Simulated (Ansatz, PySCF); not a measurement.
Pulling on the C1–Al2 bond in CH5Al (SMILES [CH3][AlH2]) (multiplicity 1 held, fragments rigid). Energies count from the point at 1.955 Å.
Geometry at that point (charge 0, multiplicity 1):
```xyz
7

C     -1.2351    -0.0945    -0.0008
Al     0.7144     0.0494    -0.0025
H     -1.6801     0.5444    -0.7695
H     -1.5925    -1.1140    -0.1561
H     -1.6392     0.2555     0.9557
H      1.3987     1.4781     0.0298
H      1.6360    -1.2390    -0.0221
```

R- and RO- levels are restricted; in cc, def2 and unpolarised 6-31G sets they are followed outwards from rest. Unrestricted levels (U-) break spin symmetry where that is lower. Active spaces are followed from a long bond inwards. Curves can end on different states.

Cores are frozen in the correlated methods. Rows in 6-31G* carry no dispersion term and start afresh at each structure (6-31G* with six Cartesian d functions).

Codes used: Ansatz (Gaussian orbitals); PySCF for 6-31G* rows. Values without a source in brackets are computed.

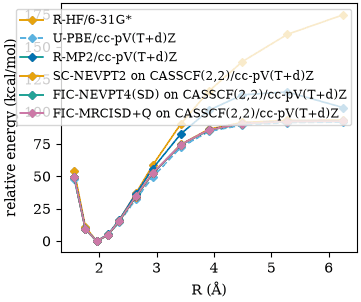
Relative energy along the coordinate

### Question
Read off the R-MP2/cc-pV(T+d)Z curve at R = 3.910.

### Answer
about 100 kcal/mol

Doubts at one or more of the structures used: a restricted determinant that unrestricted orbitals would lower (R-HF/6-31G*, R-MP2/cc-pV(T+d)Z); a spin-contaminated determinant (U-PBE/cc-pV(T+d)Z).

Ansatz is a first-principles code.
